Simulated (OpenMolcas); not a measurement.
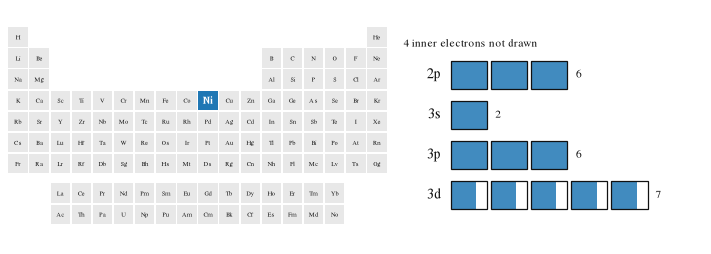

**Figure 1.** Left, the place of nickel in the periodic table; right, the outer shells of the leading configuration of the lowest level: a box for each of the 2l + 1 orbitals, shaded by the share of the shell that is filled, with the electron count at the right.

# Run report: Ni³⁺ complex, multiconfigurational calculation (part 1 of 2)

System: Ni³⁺ with 6 ligands (NH3; octahedron, 1.98 Å), with no charges around it.
Method: state-averaged CASSCF, active space 7 electrons in the shell 3d, basis ANO-RCC-VTZP on the metal and ANO-RCC-VDZP on the ligands, DKH2 scalar Hamiltonian, spin-orbit coupling by RASSI with atomic mean-field integrals (OpenMolcas).

### Input
```
&GATEWAY
Coord
25

Ni 0.0 0.0 0.0
N 1.980000 0.000000 0.000000
H 2.362099 0.945728 0.000000
H 2.362099 -0.472864 0.819024
H 2.362099 -0.472864 -0.819024
N 0.000000 1.980000 0.000000
H 0.000000 2.362099 0.945728
H 0.819024 2.362099 -0.472864
H -0.819024 2.362099 -0.472864
N -1.980000 0.000000 0.000000
H -2.362099 -0.945728 0.000000
H -2.362099 0.472864 -0.819024
H -2.362099 0.472864 0.819024
N 0.000000 -1.980000 0.000000
H 0.000000 -2.362099 -0.945728
H -0.819024 -2.362099 0.472864
H 0.819024 -2.362099 0.472864
N 0.000000 0.000000 1.980000
H 0.945728 0.000000 2.362099
H -0.472864 0.819024 2.362099
H -0.472864 -0.819024 2.362099
N 0.000000 0.000000 -1.980000
H -0.945728 0.000000 -2.362099
H 0.472864 -0.819024 -2.362099
H 0.472864 0.819024 -2.362099
Basis=Ni.ANO-RCC-VTZP,H.ANO-RCC-VDZP,N.ANO-RCC-VDZP
Group=XYZ
NoMove
AngMom=0.0 0.0 0.0
AMFI
RICD
&SEWARD
&RASSCF
FileOrb=start.orb
Symmetry=1
Spin=4
nActEl=7 0 0
Inactive=18 21
Ras2=5 0
CIRoot=10 10 1
SDav=10
CIMx=300
Iter=150 100
PrWF=0.3
OrbListing=Nothing
MaxOrb=0
LevShft=1.0
>>> COPY $Project.JobIph JOB001
&RASSCF
FileOrb=start.orb
Symmetry=1
Spin=2
nActEl=7 0 0
Inactive=18 21
Ras2=5 0
CIRoot=40 40 1
SDav=40
CIMx=300
Iter=150 100
PrWF=0.3
OrbListing=Nothing
MaxOrb=0
LevShft=1.0
>>> COPY $Project.JobIph JOB002
&RASSI
NrOfJobIphs=2 10 40
1 2 3 4 5 6 7 8 9 10
1 2 3 4 5 6 7 8 9 10 11 12 13 14 15 16 17 18 19 20 21 22 23 24 25 26 27
28 29 30 31 32 33 34 35 36 37 38 39 40
IphNames
JOB001
JOB002
EJob
SpinOrbit
DIPRint=1.0
SOCoupling=1000.0
Subsets=2
Property=9
'ANGMOM' 1 'ANGMOM' 2 'ANGMOM' 3 'MLTPL  1' 1 'MLTPL  1' 2 'MLTPL  1' 3
'AMFI' 1 'AMFI' 2 'AMFI' 3
SOProperty=3
'ANGMOM' 1 'ANGMOM' 2 'ANGMOM' 3
```

The file start.orb holds starting orbitals from an earlier step. A driver script formed the levels outside the program, from RASSI's spin-orbit matrix and the active-space energies, averaged over the components of each term or state.

Hardware: 1 thread of Arm Neoverse V1, 24 GiB of memory available, shared host.

Command:
```bash
OMP_NUM_THREADS=1 MOLCAS_MEM=2457 MOLCAS_PROJECT=a pymolcas a.inp > a.log  # once for each step of the input, in one work folder
```

### Output (extracts)
```
--- SEWARD ---
Basis set label: NI.ANO-RCC...6S5P3D2F1G.

      Electronic valence basis set:
      ------------------
      Associated Effective Charge  28.000000 au
      Associated Actual Charge     28.000000 au
      Nuclear Model: Point charge

      Shell  nPrim  nBasis  Cartesian Spherical Contaminant
         s      21       6        X
         p      15       5        X
         d      10       3                 X
         f       6       2                 X
         g       4       1                 X
                  Relativistic Douglas-Kroll-Hess integrals:
                    - DKH order of Hamiltonian: 2
                    - DKH order of Properties : 0
                  Atomic mean-field integrals
--- RASSCF ---
Wave function specifications:
      -----------------------------

      Number of closed shell electrons          78
      Number of electrons in active shells       7
      Max number of holes in RAS1 space          0
      Max nr of electrons in RAS3 space          0
      Number of inactive orbitals               39
      Number of active orbitals                  5
      Number of secondary orbitals             189
      Spin quantum number                      1.5
      State symmetry                             1
Orbital specifications:
      -----------------------

      Symmetry species                           1   2
                                                ag  au
      Frozen orbitals                            0   0
      Inactive orbitals                         18  21
      Active orbitals                            5   0
      RAS1 orbitals                              0   0
      RAS2 orbitals                              5   0
      RAS3 orbitals                              0   0
      Secondary orbitals                        94  95
      Deleted orbitals                           0   0
      Number of basis functions                117 116
      Number of CSFs                            10
      Number of root(s) required                10
      Iter CI   SX   CI       RASSCF       Energy    max ROT     max BLB   max BLB  Level Ln srch  Step   QN
          iter iter root      energy       change     param      element    value   shift minimum  type update
 Nr of preliminary CI iterations:   1
      Total energies have been shifted. Add                -1000.00 au
        1   1   14    0  -855.04228777    0.00E+00  -1.04E-01*  21  27 1  4.96E-01*  1.55   0.00    SX    NO
        2   1   16    0  -855.41226994   -3.70E-01* -9.23E-02    5  33 2  1.72E-01*  1.12   0.00    SX    NO
        3   1   15    0  -855.47718546   -6.49E-02* -6.24E-02   17  21 1  3.93E-02*  1.07   0.00    SX    NO
        4   1   14    0  -855.48952857   -1.23E-02*  3.00E-02    6  34 2  2.51E-02*  0.99   0.00    SX    NO
        5   1   14    0  -855.49295089   -3.42E-03*  2.67E-02   18  23 1  1.33E-02*  0.98   1.97    LS   YES
        6   1   14    0  -855.49402912   -1.08E-03* -2.44E-02    6  34 2 -2.69E-02*  0.97   1.09    QN   YES
        7   1   13    0  -855.49482322   -7.94E-04*  3.66E-03   22  28 1 -5.24E-03*  0.94   1.01    QN   YES
        8   1   12    0  -855.49494534   -1.22E-04*  2.05E-03   13  57 1  1.91E-03*  0.95   1.56    LS   YES
        9   1   12    0  -855.49496323   -1.79E-05* -5.42E-04    6  44 2 -9.72E-04*  0.95   1.00    QN   YES
       10   1   11    0  -855.49496951   -6.28E-06* -2.96E-04   13  68 1 -3.59E-04*  0.95   1.55    LS   YES
       11   1   10    0  -855.49497040   -8.88E-07* -1.33E-04    2  33 2  4.28E-04*  0.95   0.99    QN   YES
       12   1    9    0  -855.49497083   -4.31E-07* -7.77E-05   13  24 1  9.82E-05   0.95   1.58    LS   YES
       13   1    9    0  -855.49497090   -6.79E-08*  2.17E-05    2  33 2 -1.96E-04*  0.95   1.00    QN   YES
       14   1    8    0  -855.49497093   -2.86E-08*  2.09E-05   13  24 1  2.97E-05   0.95   1.85    QN   YES
       15   1    7    0  -855.49497094   -1.09E-08* -5.03E-06    2  33 2  2.91E-05   0.95   1.18    QN   YES
       16   1    6    0  -855.49497094   -1.23E-09   3.53E-06    2  33 2  1.31E-05   0.95   1.60    QN   YES
      Convergence after 16 iterations
       17   1    6    0  -855.49497094   -3.69E-10   3.53E-06   20  23 2 -2.13E-06   0.95   1.60    QN   YES
      Natural orbitals and occupation numbers for root  1
      sym 1:   1.015517   1.984483   1.984483   1.000000   1.015517
      Natural orbitals and occupation numbers for root  2
      sym 1:   1.984483   1.984483   1.015517   1.000000   1.015517
      Natural orbitals and occupation numbers for root  3
      sym 1:   1.000951   1.999049   1.999049   1.000951   1.000000
::    RASSCF root number  1 Total energy:  -1855.57438774
::    RASSCF root number  2 Total energy:  -1855.57438774
::    RASSCF root number  3 Total energy:  -1855.57425163
::    RASSCF root number  4 Total energy:  -1855.50543057
::    RASSCF root number  5 Total energy:  -1855.50543057
::    RASSCF root number  6 Total energy:  -1855.50523837
::    RASSCF root number  7 Total energy:  -1855.42975777
::    RASSCF root number  8 Total energy:  -1855.42975777
::    RASSCF root number  9 Total energy:  -1855.42936705
::    RASSCF root number 10 Total energy:  -1855.42170016
--- RASSCF ---
Wave function specifications:
      -----------------------------

      Number of closed shell electrons          78
      Number of electrons in active shells       7
      Max number of holes in RAS1 space          0
      Max nr of electrons in RAS3 space          0
      Number of inactive orbitals               39
      Number of active orbitals                  5
      Number of secondary orbitals             189
      Spin quantum number                      0.5
      State symmetry                             1
Orbital specifications:
      -----------------------

      Symmetry species                           1   2
                                                ag  au
      Frozen orbitals                            0   0
      Inactive orbitals                         18  21
      Active orbitals                            5   0
      RAS1 orbitals                              0   0
      RAS2 orbitals                              5   0
      RAS3 orbitals                              0   0
      Secondary orbitals                        94  95
      Deleted orbitals                           0   0
      Number of basis functions                117 116
      Number of CSFs                            40
      Number of root(s) required                40
      Iter CI   SX   CI       RASSCF       Energy    max ROT     max BLB   max BLB  Level Ln srch  Step   QN
          iter iter root      energy       change     param      element    value   shift minimum  type update
 Nr of preliminary CI iterations:   1
      Total energies have been shifted. Add                -1000.00 au
        1   1   12    0  -855.36953792    0.00E+00   1.09E-02   20  26 1 -1.87E-02*  0.93   0.00    SX    NO
        2   1   12    0  -855.37096439   -1.43E-03* -7.88E-03   20  26 1 -7.10E-03*  0.92   0.00    SX    NO
        3   1   12    0  -855.37151118   -5.47E-04*  4.67E-03   20  26 1 -6.36E-03*  0.91   0.00    SX    NO
        4   1   12    0  -855.37173686   -2.26E-04*  3.35E-03   20  26 1 -2.84E-03*  0.91   0.00    SX    NO
        5   1   11    0  -855.37183259   -9.57E-05*  4.89E-03   20  26 1 -2.47E-03*  0.90   2.50    LS   YES
        6   1   11    0  -855.37189732   -6.47E-05*  1.32E-03    6  45 1 -1.99E-03*  0.90   1.23    QN   YES
        7   1   11    0  -855.37190448   -7.16E-06* -1.85E-04   20  26 1  1.08E-03*  0.90   0.75    QN   YES
        8   1    8    0  -855.37190598   -1.50E-06*  8.70E-05   13  24 1 -1.64E-04*  0.90   1.08    QN   YES
        9   1    8    0  -855.37190609   -1.09E-07*  1.30E-04   13  24 1 -9.07E-05   0.90   2.50    LS   YES
       10   1    8    0  -855.37190609    3.49E-09   4.71E-05   20  26 1 -1.35E-04*  0.90   0.48    LS   YES
       11   1    8    0  -855.37190611   -2.51E-08*  2.93E-05   20  26 1 -8.95E-05   0.90   1.47    QN   YES
       12   1    7    0  -855.37190612   -1.21E-08* -5.38E-06   13  24 1 -1.33E-05   0.90   1.16    QN   YES
       13   1    6    0  -855.37190613   -5.32E-10   4.47E-06   13  24 1 -5.78E-06   0.90   2.50    QN   YES
      Convergence after 13 iterations
       14   1    6    0  -855.37190613   -3.59E-10   4.47E-06   20  26 1  3.91E-06   0.90   2.50    QN   YES
      Natural orbitals and occupation numbers for root  1
      sym 1:   1.983054   1.968687   0.057835   1.987746   1.002678
      Natural orbitals and occupation numbers for root  2
      sym 1:   1.990971   1.002678   1.976604   1.971912   0.057835
      Natural orbitals and occupation numbers for root  3
      sym 1:   1.639311   0.645366   1.378245   1.946754   1.390323
::    RASSCF root number  1 Total energy:  -1855.54649812
::    RASSCF root number  2 Total energy:  -1855.54649812
::    RASSCF root number  3 Total energy:  -1855.48896500
::    RASSCF root number  4 Total energy:  -1855.48896500
::    RASSCF root number  5 Total energy:  -1855.48895434
::    RASSCF root number  6 Total energy:  -1855.48565638
::    RASSCF root number  7 Total energy:  -1855.48565638
::    RASSCF root number  8 Total energy:  -1855.48555527
::    RASSCF root number  9 Total energy:  -1855.45951657
::    RASSCF root number 10 Total energy:  -1855.45944911
::    RASSCF root number 11 Total energy:  -1855.45944911
::    RASSCF root number 12 Total energy:  -1855.42183312
::    RASSCF root number 13 Total energy:  -1855.42180294
::    RASSCF root number 14 Total energy:  -1855.42180294
::    RASSCF root number 15 Total energy:  -1855.41321181
::    RASSCF root number 16 Total energy:  -1855.39478530
::    RASSCF root number 17 Total energy:  -1855.39477283
::    RASSCF root number 18 Total energy:  -1855.39477283
::    RASSCF root number 19 Total energy:  -1855.38059748
::    RASSCF root number 20 Total energy:  -1855.38059748
::    RASSCF root number 21 Total energy:  -1855.36342712
::    RASSCF root number 22 Total energy:  -1855.36342712
::    RASSCF root number 23 Total energy:  -1855.36328676
::    RASSCF root number 24 Total energy:  -1855.35538985
::    RASSCF root number 25 Total energy:  -1855.35538985
::    RASSCF root number 26 Total energy:  -1855.35497439
::    RASSCF root number 27 Total energy:  -1855.34226573
::    RASSCF root number 28 Total energy:  -1855.34197926
::    RASSCF root number 29 Total energy:  -1855.34197926
::    RASSCF root number 30 Total energy:  -1855.31874761
```

(Continued in part 2.) Outcome of the run: converged.
